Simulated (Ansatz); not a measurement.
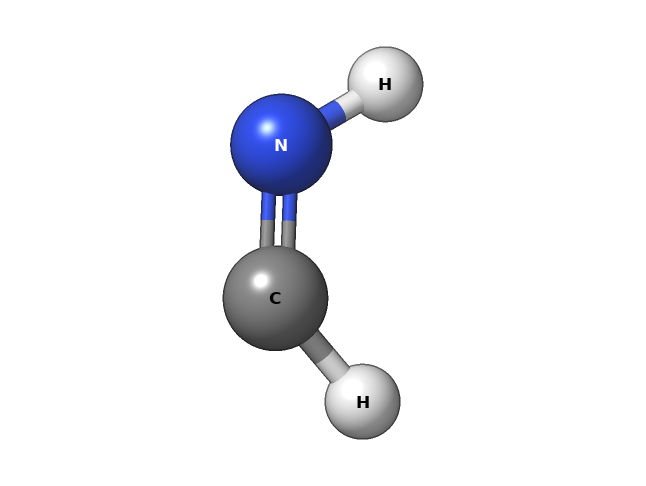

Double and triple bonds are drawn as two and three sticks.

State: neutral, doublet. The geometry was computed by an optimisation with PBE0-D4/def2-TZVP. No frequency run is at hand to confirm it as a minimum.

What is the molecular formula?

Answer. CH₂N, 4 atoms: 1 carbon, 2 hydrogen and 1 nitrogen.

How many sets of symmetry-equivalent atoms are there?

Answer. 4: 1 C, 1 N, 1 H, 1 H.

Count the bonded pairs by element.

Answer. 1 C–N, 1 C–H, 1 N–H.
